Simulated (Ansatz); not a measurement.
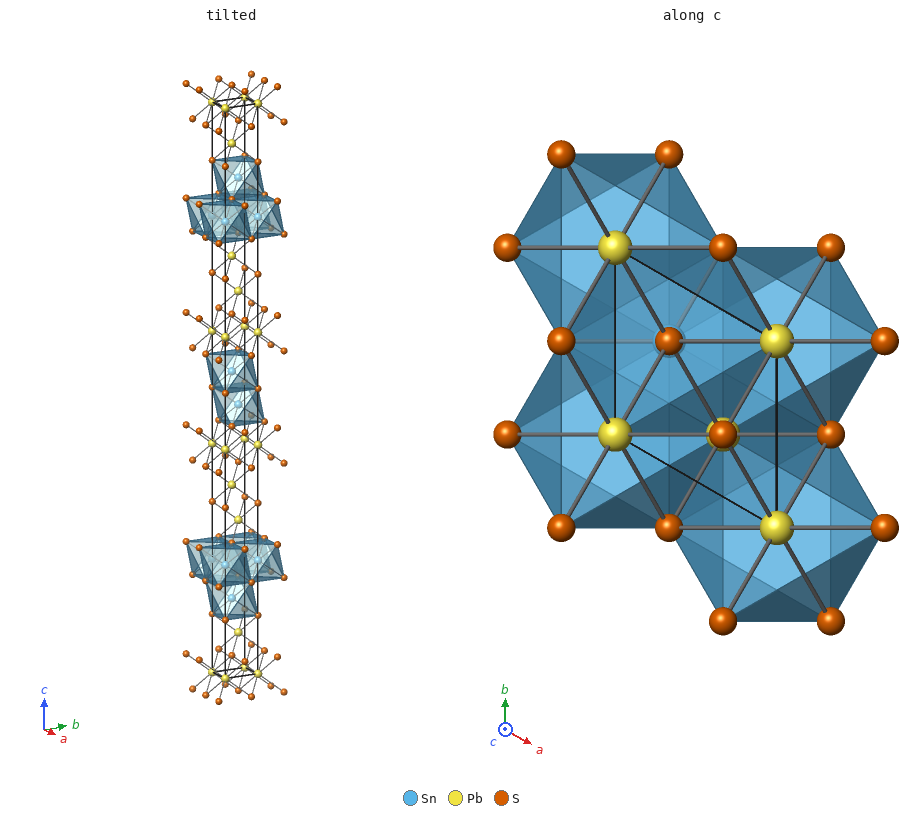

View slightly off an axis and along the c axis, drawn as a polyhedral model. The conventional unit cell is drawn as a box. Some atoms of the next cells are drawn as well.

Sn2Pb3S5, space group R-3m (No. 166), a = 4.207 Å, b = 4.207 Å, c = 51.480 Å, α = 90.00°, β = 90.00°, γ = 120.00°. Origin of the cell: a structure type filled with these elements by a generator (whether the compound takes this form wasn't checked). Earlier steps of the study, as a rule a relaxation of our own, may have changed the cell and positions, so they can lie some per cent off the listed ones. Ansatz was used for an electronic-structure calculation on it.

This one geometry was computed with Ansatz (DFT, plane waves, PAW) at three levels of theory: r2SCAN, PBE and LDA.

Which level gives the highest pressure at this volume, and what does that say about its equilibrium volume?

Answer. Highest: PBE (0.0 GPa), which points to the largest equilibrium volume. Lowest, with the smallest volume: LDA (-4.5 GPa). Levels within 0.5 GPa of each other can't be told apart.

How does the band gap change with the level of theory?

Answer. LDA: a metal; PBE: a gap of 0.04 eV, indirect; r2SCAN: a gap of 0.22 eV, indirect.

Collect the results in a table.

Answer.
| level | cutoff (eV) | k-mesh of the run's cell | gap (eV) | pressure (GPa) |
| --- | --- | --- | --- | --- |
| r2SCAN | 500 | 12×12×12 | 0.22 | -1.0 |
| PBE | 420 | 12×12×12 | 0.04 | 0.0 |
| LDA | 420 | 12×12×12 | metal | -4.5 |

Gaps are taken on the k-mesh or band path of each run.
